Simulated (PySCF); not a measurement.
Be(Et)(SMe), C3H8BeS, SMILES [Be]([S]C)[CH2]C at its PBE0/def2-SVP optimised geometry (Å):

```
13

Be    -0.0357    -0.2923     0.0000
C      1.6477    -0.2923     0.0000
C      2.3599    -1.0220     1.1448
H      1.9855     0.7630    -0.0385
H      1.9777    -0.7116    -0.9719
H      2.0949    -2.0912     1.1767
H      2.0946    -0.6014     2.1284
H      3.4583    -0.9669     1.0597
S     -1.9466    -0.3053    -0.0475
C     -2.3625     1.1682     0.9616
H     -2.0044     1.0684     1.9950
H     -3.4583     1.2366     0.9806
H     -1.9663     2.0912     0.5175
```

Method: PBE0/def2-TZVP (PySCF). Cells within 0.4 Å of a nucleus heavier than hydrogen are left out (blank, or x).

Map of the log10 of the electron density (e/bohr³), floored at −4 on the plane z = 0.0 Å:

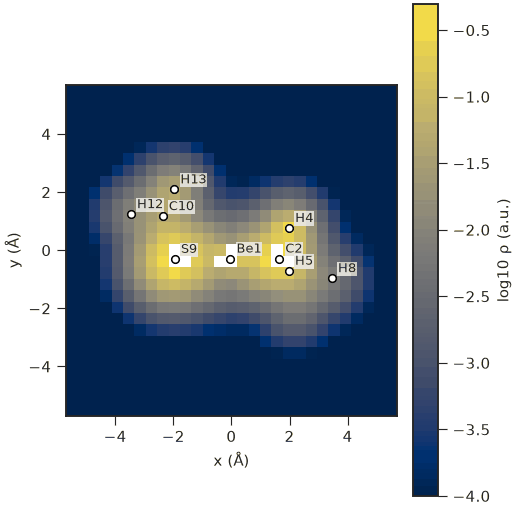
Figure. Log10 of the electron density (e/bohr³), floored at −4 on the plane z = 0.0 Å.
